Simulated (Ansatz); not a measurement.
**Thickness series in hypothetical fluorite ZrS2**

The reference is ZrS2 in the fluorite structure (space group Fm-3m, No. 225; a hypothetical phase, not in the database extracts checked).

```yaml
crystal:
  lattice:
    - [0.00000, 3.13167, 3.13167]
    - [3.13167, 0.00000, 3.13167]
    - [3.13167, 3.13167, 0.00000]
  atoms:
    - { symbol: Zr, position: [0.00000, 0.00000, 0.00000] }
    - { symbol: S, position: [0.25000, 0.25000, 0.25000] }
    - { symbol: S, position: [0.75000, 0.75000, 0.75000] }
```

Cartesian axes are those of the cell as printed.

Free-standing slabs (3 atom(s) a layer) normal to [111] with 15 Å of vacuum; in-plane cell held at bulk.

Computed with PBE/PAW in Ansatz (a first-principles code), no SOC, earlier PAW set.

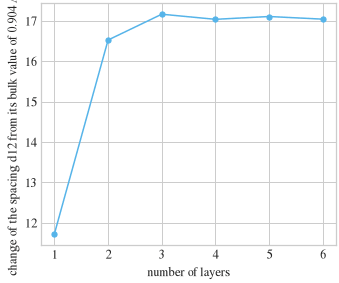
*Change of the spacing d12 from its bulk value of 0.904 Å against number of layers*

```json
[
 {"number of layers": "1", "change of the spacing d12 from its bulk value of 0.904 Å": "+11.7 %"},
 {"number of layers": "2", "change of the spacing d12 from its bulk value of 0.904 Å": "+16.5 %"},
 {"number of layers": "3", "change of the spacing d12 from its bulk value of 0.904 Å": "+17.2 %"},
 {"number of layers": "4", "change of the spacing d12 from its bulk value of 0.904 Å": "+17.0 %"},
 {"number of layers": "5", "change of the spacing d12 from its bulk value of 0.904 Å": "+17.1 %"},
 {"number of layers": "6", "change of the spacing d12 from its bulk value of 0.904 Å": "+17.0 %"}
]
```

No phonon test of stability was made. The final runs are not spin-polarised.
